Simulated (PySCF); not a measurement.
Input file:

```
{"job": {"kind": "nmr", "xc": "PBE0", "basis": "pcSseg-1"}, "charge": 0, "multiplicity": 1}
F     -1.540288     2.011070    -0.200184
C     -1.045116     0.813311    -0.595338
C     -1.808053    -0.425315    -0.260920
C     -0.516143    -0.120530     0.440195
O      0.580909    -0.913415     0.156276
Si     2.151353    -0.344734     0.277306
H     -0.525741     0.865448    -1.558441
H     -1.799359    -1.233526    -0.996413
H     -2.726843    -0.315699     0.320132
H     -0.601773     0.222794     1.480687
H      2.451538     0.071112     1.681662
H      2.359286     0.827895    -0.626676
H      3.026689    -1.475413    -0.128915
```

Run with:

```sh
OMP_NUM_THREADS=1 python probes_run.py task.json out
```

Geometry: PBE0-D3(BJ)/def2-SVP.

Computed with PBE0/pcSseg-1, SCF density, gas phase, non-relativistic in PySCF 2.14.0.

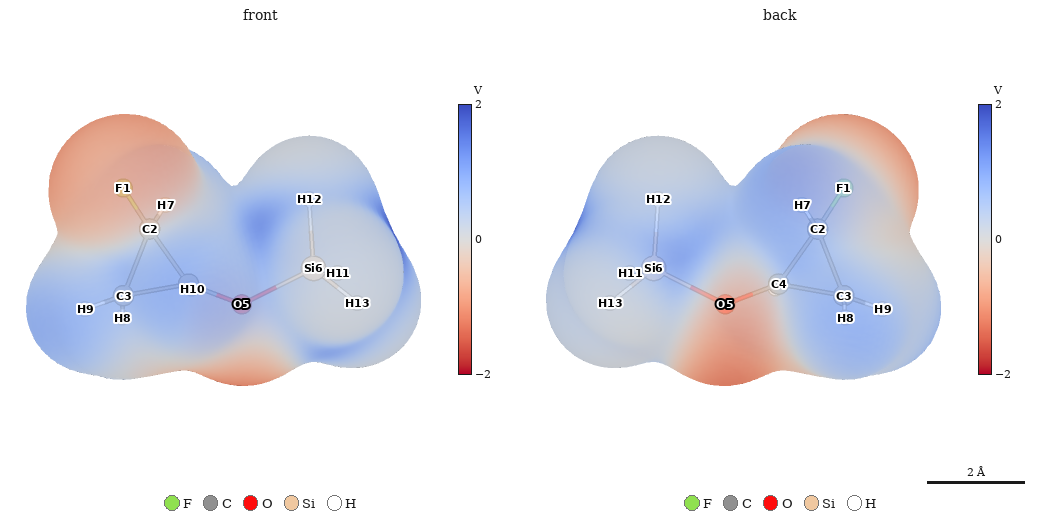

C3H7FOSi. The electrostatic potential painted on the density surface at 0.002 e/bohr³, seen from the front and from behind; the colour scale runs from red (negative) to blue (positive).

Q: Where is the surface potential most negative and most positive?

A: The most negative region (about −1.2 V) lies over O5, the most positive (about +1.6 V) over Si6. O5 is the likeliest acceptor of a hydrogen bond.

Q: What dipole moment does the calculation give?

A: Its dipole moment is 0.72 D.
